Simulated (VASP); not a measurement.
Band structure of CdSnF₆ (space group R-3). Level of theory: LDA (Ceperley-Alder, Perdew-Zunger), VASP's LDA PAW potentials (set 64) (plane waves; VASP).

Unless said otherwise, spin-orbit coupling is left out, though it shifts the bands of the heavy elements here.

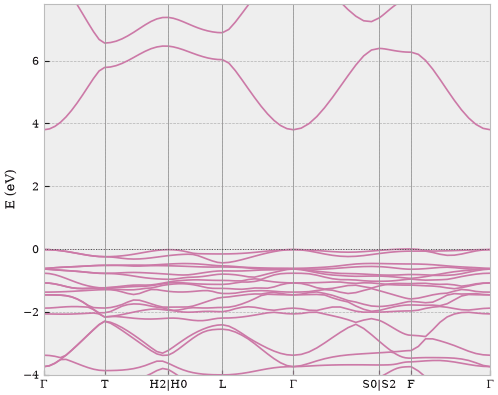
Figure: Bands along high-symmetry lines, zero at the valence-band maximum or, without a gap, the Fermi level

### Question
Read the plot: is there a gap, and where are the band edges?

### Answer
The gap is indirect, 3.80 eV, from the valence maximum at F to the conduction minimum at Γ. (Edges off the drawn lines would not show.)

The structure comes from a computed database's CdSnF6 entry (R-3); how it stands against other phases isn't given here. It was relaxed first, which changed the volume by -7 %.
